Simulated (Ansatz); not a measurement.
# HNO (nitroxyl) at 6 levels

We compute a comparison of 6 runs (B3LYP/6-31G*, CAM-B3LYP/def2-TZVPPD, HSE06/def2-TZVPPD, r2SCAN/def2-TZVPPD, RPA@PBE0/def2-TZVPPD, BCCD(T)/def2-TZVPPD) of HNO (nitroxyl). 

Program for the calculation: Ansatz 0.2.0.

60 further runs of the same task are left out: 60 set aside as unsound or not needed.

### 1 The system as given

The species is HNO (3 atoms), meant as a singlet with charge 0. SMILES: `N=O`. The N1–H3 distance was set to 1.382 Å, away from the relaxed value.

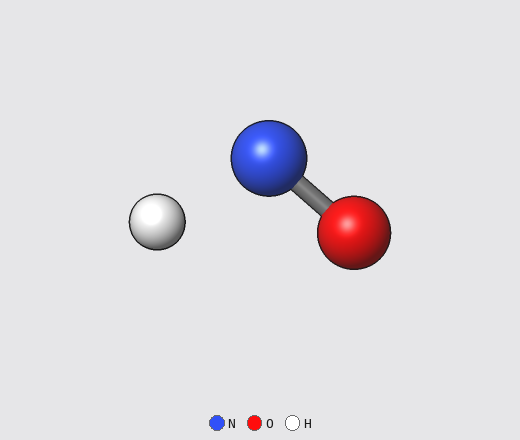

Viewed from a chosen angle; nitrogen blue, oxygen red, hydrogen white.

### 2 The energy at B3LYP/6-31G(d) (Cartesian functions) (run 1)

Input file run.yaml:

```yaml
crystal:
  periodic: [false, false, false]
  atoms:
    - {symbol: "N", position_ang: [-0.227324, 0.619652, -0.050496]}
    - {symbol: O, position_ang: [0.811676, 0.704062, 0.523164]}
    - {symbol: H, position_ang: [-0.471600, -0.709980, -0.339350]}
basis:
  gaussian:
    orbitals: "6-31G*"
accuracy: high
output: {orbitals: {seedname: orbitals}}
hamiltonian:
  xc: {name: B3LYP}
magnetization:
  spin_polarized: false
```

The run is started by

```
$ ansatz run run.yaml --threads 1 --pin off --max-ram 3480MiB --events-out events.jsonl --progress --plain --runs-dir runs
```

Log:

```text
Warning: RAYON_NUM_THREADS=1 ignored (pool sized by the plan → 1); use --threads N
Functional definition: B3LYP
  name "B3LYP"
  parameter a0 = 0.2
  parameter ax = 0.72
  parameter ac = 0.81
  exchange = (1 - a0 - ax)*slater_x + ax*b88_x + a0*exact_x
  correlation = (1 - ac)*vwn_rpa_c + ac*lyp_c
585 factors; integrals over basis functions are off by at most 2.5e-9 eV
mean field evaluation 1: about -3548.3986 eV, gradient 2.5e1 eV
mean field evaluation 2: about -3543.4520 eV, gradient 5.7e1 eV
mean field evaluation 4: about -3549.5567 eV, gradient 3.6e0 eV
mean field evaluation 8: about -3549.5891 eV, gradient 5.3e-2 eV
mean field evaluation 16: about -3549.5891 eV, gradient 1.3e-7 eV
mean field -3549.58913127 eV, -130.4449945763 hartree, gradient 2.8e-8 eV, S^2 0.000000; 0 other end points of the search recorded, 0 dependent functions left out
reference -3549.58915201 eV, -130.4449953385 hartree; 8, 8 occupied and 24, 24 virtual orbitals, 585 factors
Total energy: -3549.58915201 eV, -130.4449953385 hartree
```

It took 0.81 s on 1 thread of Arm Neoverse V2, shared host.

### 3 A single-point energy at CAM-B3LYP/def2-TZVPPD (run 2)

Changes to run.yaml since step 2:

```diff
@@ -8,8 +8,9 @@
   gaussian:
-    orbitals: "6-31G*"
-accuracy: high
-output: {orbitals: {seedname: orbitals}}
-hamiltonian:
-  xc: {name: B3LYP}
+    orbitals: def2-TZVPPD.json
 magnetization:
   spin_polarized: false
+hamiltonian:
+  xc: {name: CAM-B3LYP}
+accuracy: high
+output:
+  orbitals: {seedname: orbitals}
```

The basis set def2-TZVPPD is read from a file made from the Basis Set Exchange's data (not shown).

The run is started by

```
$ ansatz run run.yaml --threads 1 --pin off --max-ram 3480MiB --events-out events.jsonl --progress --plain --runs-dir runs
```

Log:

```text
Warning: RAYON_NUM_THREADS=1 ignored (pool sized by the plan → 1); use --threads N
Functional definition: CAM-B3LYP
  name "CAM-B3LYP"
  parameter alpha = 0.19
  parameter beta = 0.46
  parameter omega = 0.33/bohr
  parameter ac = 0.81
  exchange = (1 - alpha - beta)*b88_x + beta*b88_x_sr(omega) + alpha*exact_x + beta*exact_x_lr(omega)
  correlation = (1 - ac)*vwn5_c + ac*lyp_c
1447 factors; integrals over basis functions are off by at most 3.5e-9 eV
286 factors; integrals over basis functions are off by at most 1.8e-9 eV
mean field evaluation 1: about -3548.5366 eV, gradient 2.8e1 eV
mean field evaluation 2: about -3546.5425 eV, gradient 4.5e1 eV
mean field evaluation 4: about -3549.8372 eV, gradient 2.0e0 eV
mean field evaluation 8: about -3549.8463 eV, gradient 4.8e-2 eV
mean field evaluation 16: about -3549.8463 eV, gradient 2.5e-6 eV
mean field -3549.84627033 eV, -130.4544442625 hartree, gradient 6.2e-8 eV, S^2 0.000000; 0 other end points of the search recorded, 0 dependent functions left out
reference -3549.84628594 eV, -130.4544448362 hartree; 8, 8 occupied and 86, 86 virtual orbitals, 1447 factors
Total energy: -3549.84628594 eV, -130.4544448362 hartree
```

Run time: 3.3 s. Hardware: 1 thread of Arm Neoverse V2, shared host; peak memory 0.2 GiB.

Runs 3 to 5 aren't shown in full; the table further down has their settings and results.

### 4 The energy at BCCD(T)/def2-TZVPPD (run 6)

Input file in.yaml:

```yaml
crystal:
  periodic: [false, false, false]
  atoms:
    - symbol: "N"
      position_ang: [-0.227324, 0.619652, -0.050496]
    - symbol: O
      position_ang: [0.811676, 0.704062, 0.523164]
    - symbol: H
      position_ang: [-0.471600, -0.709980, -0.339350]
basis:
  gaussian:
    orbitals: def2-TZVPPD.json
correlation:
  method: bccd_t
  frozen_orbitals: {H: 0, "N": 1, O: 1}
accuracy: high
scf:
  omitted_lower_state_checks: [cluster_reference, increment]
```

The basis set def2-TZVPPD is read from a file made from the Basis Set Exchange's data (not shown).

The run is started by

```
$ ansatz run in.yaml --threads 1 --pin off --max-ram 3480MiB --events-out events.jsonl --progress --plain --runs-dir runs
```

Log, cut to the lines that bear on the results:

```text
Warning: RAYON_NUM_THREADS=1 ignored (pool sized by the plan → 1); use --threads N
Functional definition: HF
  name "HF"
[...]
1447 factors; integrals over basis functions are off by at most 3.5e-9 eV
[...]
mean field -3532.07592921 eV, -129.8013962712 hartree, gradient 1.8e-8 eV, S^2 0.000000; 0 other end points of the search recorded, 0 dependent functions left out; unrestricted orbitals would lower it
2 core orbitals not correlated: weight in the atoms' cores, before any rotation towards them, 1.000 or more for the frozen orbitals, at most 0.000 for the correlated occupied ones
reference -3532.07592921 eV, -129.8013962712 hartree; 6, 6 occupied and 86, 86 virtual orbitals, 1447 factors
second order -12.23451541 eV of doubles, -0.00000000 eV of singles
cycle   1  -11.79345464 eV  change    4.4e-1 eV  update   1.1e-1
[...]
cycle  26  -12.35956480 eV  change    1.1e-9 eV  update  6.6e-10
perturbative correction -0.67307688 eV, -0.0247351192 hartree
Total energy: -3545.10857088 eV, -130.2803370190 hartree
Checks for a lower state left out: cluster_reference, increment
```

Wall time 9.6 s (1 thread of Arm Neoverse V2, shared host); peak memory 0.61 GiB.

### 5 The series

```
run                               level  Cartesian functions  frozen core orbitals  energy (Eh)  HOMO energy (eV)  LUMO energy (eV)  HOMO–LUMO gap (eV)  wall time
  1  B3LYP/6-31G* (Cartesian functions)                  yes                     –  -130.444995             -6.81             -3.08                3.73     0.81 s
  2               CAM-B3LYP/def2-TZVPPD                   no                     –  -130.454445             -8.70             -1.72                6.99      3.3 s
  3                   HSE06/def2-TZVPPD                   no                     –  -130.354165             -6.83             -3.43                3.40        3 s
  4                  r2SCAN/def2-TZVPPD                   no                     –  -130.438065             -6.07             -4.31                1.77      4.8 s
  5                RPA@PBE0/def2-TZVPPD                   no                     2  -130.417121                 –                 –                   –        6 s
  6                 BCCD(T)/def2-TZVPPD                   no                     2  -130.280337                 –                 –                   –      9.6 s
```

### 6 What came out

| quantity | value |
| --- | --- |
| run 6: total energy | -130.28034 Eh |
| run 6: correlation energy (2 core orbitals frozen) | -478.9 mEh |
| run 6: (T) correction | -24.74 mEh |

**Reading.** Over runs 1, 2, 3, 4 the HOMO–LUMO gap runs from 1.77 eV (r2SCAN/def2-TZVPPD) to 6.99 eV (CAM-B3LYP/def2-TZVPPD). Totals of different functionals can't be ranked against each other. In run 6 the log says that unrestricted orbitals would lower the reference, so the values rest on an unstable closed-shell determinant (other closed-shell runs at this shape may share the fault). All runs together took 28 s, the longest 9.6 s.
